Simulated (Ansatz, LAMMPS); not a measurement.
# Glassy 83P2O5-17Al2O3 (mol %) (80 atoms): atom by atom

This is step 2 of a relaxation. Method: Kohn-Sham DFT, PBEsol, PAW (set soft_2), plane waves (Ansatz 0.2.0); cutoff 420 eV, Γ point, fermi-dirac smearing of 0.05 eV; density 2.59 g/cm³.

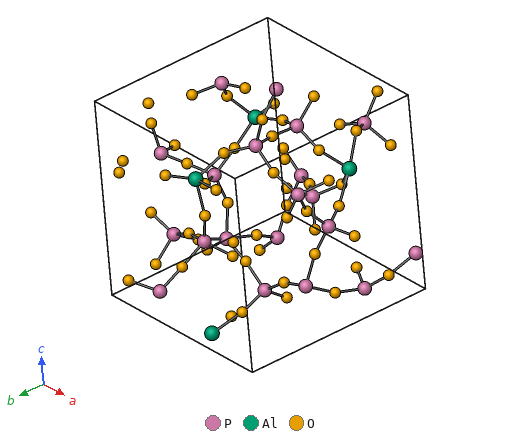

The structure (phosphorus pink, aluminium teal, oxygen orange). Bonds to atoms that aren't drawn are left out. Some periodic images of atoms are drawn too.

Cell vectors (Å):

```
10.093 0.033 0.037
0.033 10.135 0.007
0.037 0.007 10.168
```

Positions (Å):

```
1 P 4.071 9.657 8.858
2 P 1.505 8.520 0.092
3 P 0.541 0.258 6.728
4 P 7.657 7.218 2.081
5 P 1.766 2.607 5.281
6 P 6.019 2.100 2.551
7 P 3.032 1.442 2.721
8 P 6.611 8.321 4.830
9 P 4.679 7.235 6.917
10 P 9.909 0.250 1.926
11 P 9.611 7.703 5.829
12 P 2.677 6.663 2.380
13 P 3.582 9.000 4.133
14 P 9.894 3.284 1.379
15 P 9.262 5.783 8.113
16 P 1.539 4.028 9.075
17 P 7.852 4.214 5.770
18 P 4.190 2.009 7.034
19 P 8.132 1.150 8.405
20 P 7.053 4.459 0.858
21 Al 4.688 4.662 8.836
22 Al 6.814 9.766 0.578
23 Al 6.912 1.311 5.593
24 Al 0.320 5.069 4.010
25 O 3.033 7.736 3.412
26 O 0.326 6.753 4.935
27 O 9.393 0.716 7.575
28 O 0.817 7.693 9.315
29 O 1.631 5.708 2.895
30 O 3.920 6.064 1.855
31 O 2.322 2.164 3.897
32 O 3.520 10.110 3.021
33 O 8.627 4.821 4.607
34 O 9.744 1.756 1.355
35 O 0.681 0.253 3.119
36 O 5.984 7.598 6.146
37 O 3.592 7.005 5.923
38 O 8.589 4.864 7.009
39 O 0.858 1.444 5.782
40 O 0.467 4.954 8.435
41 O 9.117 7.105 2.237
42 O 8.058 0.195 9.633
43 O 5.266 9.739 9.798
44 O 4.464 2.099 2.715
45 O 8.086 2.694 5.848
46 O 7.035 0.820 7.424
47 O 6.947 7.608 3.472
48 O 4.627 3.101 7.987
49 O 2.886 9.171 9.735
50 O 9.633 7.013 7.238
51 O 0.872 3.692 0.330
52 O 8.348 5.979 9.266
53 O 6.739 1.959 3.845
54 O 8.143 2.537 8.942
55 O 8.175 7.778 5.422
56 O 4.008 0.771 7.981
57 O 6.293 0.903 1.638
58 O 6.476 3.354 1.831
59 O 10.099 3.780 2.775
60 O 0.659 9.597 0.795
61 O 4.872 6.111 7.923
62 O 2.843 9.607 5.238
63 O 2.417 1.712 1.393
64 O 1.657 10.040 7.648
65 O 8.557 9.888 2.226
66 O 7.199 5.761 1.667
67 O 10.130 9.136 6.012
68 O 5.078 8.762 4.360
69 O 5.995 4.517 10.023
70 O 5.123 1.588 5.961
71 O 6.402 4.540 5.759
72 O 1.587 2.777 8.299
73 O 2.062 7.566 1.191
74 O 1.117 3.949 5.211
75 O 2.854 4.769 9.258
76 O 8.545 3.954 0.901
77 O 7.059 9.793 5.067
78 O 4.305 8.426 7.882
79 O 6.988 8.092 1.040
80 O 2.970 2.545 6.238
```

**Question.** What force acts on each atom?

Columns: atom, fx, fy, fz (forces in eV/Å).

```
1 2.445 -3.196 0.708
2 -1.198 -2.674 0.131
3 0.699 -1.632 3.554
4 2.188 1.248 0.117
5 -0.207 -1.087 0.138
6 0.632 -4.335 0.386
7 -0.515 -0.752 -3.547
8 0.951 2.338 1.468
9 -3.411 -1.672 -2.100
10 -0.623 -0.505 4.676
11 -0.372 -2.059 -0.789
12 1.148 -1.504 -2.504
13 -0.649 -0.424 1.959
14 -0.139 -0.228 0.828
15 -2.604 -1.779 -0.040
16 0.845 -1.856 -1.231
17 -1.757 -0.296 -1.070
18 2.299 1.116 0.568
19 -1.741 1.307 2.053
20 1.164 0.062 1.655
21 -1.555 -0.086 -0.581
22 1.099 0.489 -0.142
23 -0.185 1.341 1.050
24 -1.632 1.301 -0.265
25 -0.167 1.758 1.804
26 0.647 0.061 -0.532
27 1.474 -0.020 -0.986
28 -0.037 0.487 -0.656
29 -0.611 0.065 0.634
30 -0.053 -0.275 -0.013
31 -0.295 0.858 1.204
32 0.207 0.442 -1.835
33 1.757 0.471 -1.284
34 -0.321 1.131 -1.287
35 0.135 0.309 -0.741
36 2.096 0.087 0.259
37 0.777 0.053 0.938
38 1.174 0.488 2.061
39 -0.807 1.009 -1.664
40 -0.038 1.518 -0.490
41 -0.207 0.004 0.188
42 -0.059 -0.918 -0.493
43 -1.044 0.159 -0.766
44 0.513 1.905 0.696
45 0.418 -0.962 0.235
46 -1.010 -0.399 -1.244
47 -1.112 -0.701 -0.142
48 -0.114 -0.033 -0.194
49 0.723 1.674 -0.175
50 0.508 1.107 1.228
51 -0.232 0.603 1.154
52 0.685 0.304 -0.618
53 -0.535 0.453 -0.030
54 0.595 0.173 -0.509
55 -0.952 -0.257 -0.067
56 -1.296 0.286 0.192
57 -0.856 1.354 0.444
58 -0.215 1.733 -0.069
59 0.389 -0.246 -0.519
60 0.462 0.446 -1.627
61 1.092 -0.176 0.380
62 -0.204 -0.200 0.582
63 0.671 -0.413 1.500
64 0.163 0.060 -0.389
65 0.250 0.145 -1.632
66 -1.925 -1.570 0.054
67 0.419 1.048 -0.886
68 0.137 0.015 -1.127
69 0.201 0.195 -1.021
70 0.130 -0.036 -0.592
71 0.045 0.237 0.305
72 0.055 0.023 0.187
73 -0.072 0.300 0.884
74 0.819 -0.960 0.286
75 0.801 0.294 0.451
76 -0.543 0.149 -1.184
77 -0.213 -1.926 -0.735
78 -0.080 2.236 0.970
79 -0.594 -0.214 -0.068
80 -0.632 0.550 -0.086
```

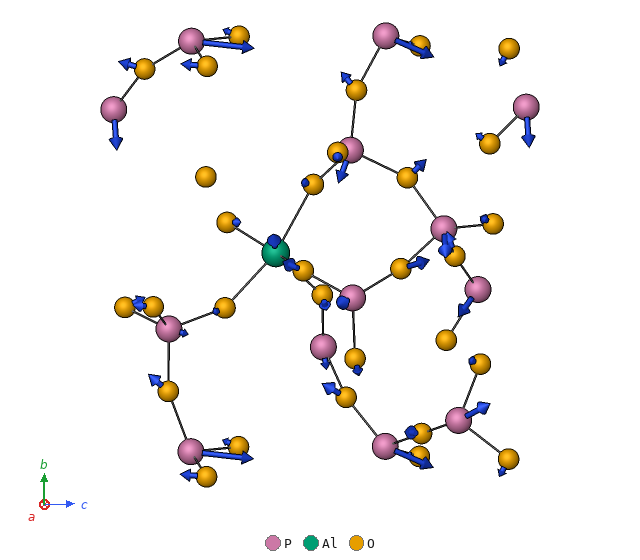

The forces as arrows, the longest 4.74 eV/Å. Drawn is a slice 4 Å thick, seen along the normal of the bc plane. Bonds to atoms that aren't drawn are left out.

The quench rate of 6 K/ps is many orders above laboratory rates, so the cell is likely richer in defects and strain than a real sample. The network of bonds at the start is that of the classical potential that made the cell. Only the Γ point is sampled, in a cell whose shortest periodic width is 10 Å.

The r.m.s. force component is 1.15 eV/Å; the longest force, 4.74 eV/Å, acts on P10. The energy lies 48.7 meV/atom below that of the first step of this run.

[Logs are printed without paths, hosts, clocks, repeated set-up lines and the standing remarks that a program may print on its own settings, such as how far it seeks lower states.]

[Hosts, paths, dates, database ids (printed as entryN), source tags and the programs' standing remarks are cut or masked in the printed files.]
